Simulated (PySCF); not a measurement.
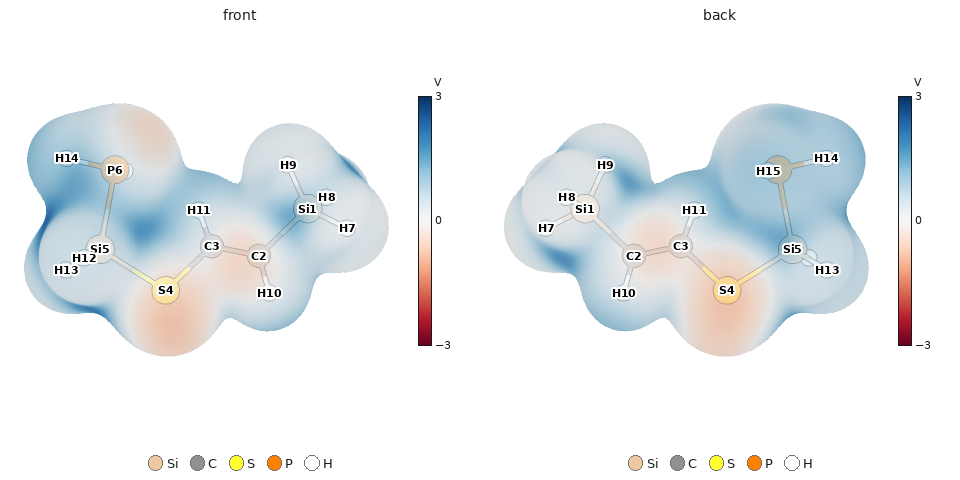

Figure. C2H9PSSi2 (SMILES [SiH3]/C=C/S[SiH2]P). The electrostatic potential painted on the density surface at 0.004 e/bohr³, seen from the front and from behind; red is negative and blue positive.

Geometry: GFN2-xTB.

These are results of CAM-B3LYP/def2-SVPD, SCF density, gas phase in PySCF 2.14.0, not measurements.

```
atom    x (Å)    y (Å)    z (Å)
  Si   3.0754   0.4786   0.4324
   C   1.7774  -0.7195  -0.2014
   C   0.4768  -0.5610  -0.0107
   S  -0.7477  -1.6691  -0.6353
  Si  -2.5936  -0.7973   0.0561
   P  -2.2647   1.3276   0.6813
   H   4.1730  -0.2910   1.0212
   H   3.5856   1.2723  -0.6892
   H   2.4766   1.3609   1.4336
   H   2.1032  -1.5823  -0.7669
   H   0.0730   0.2754   0.5463
   H  -3.0404  -1.5321   1.2393
   H  -3.5071  -1.0020  -1.0646
   H  -3.6057   1.6465   0.5841
   H  -1.9861   1.8011  -0.5906
```

> Where is the surface potential most negative and most positive?

The most negative region (about −0.8 V, or −18 kcal/mol for a unit charge) lies over S4, the most positive (about +2.2 V, or +51 kcal/mol for a unit charge) over Si5.
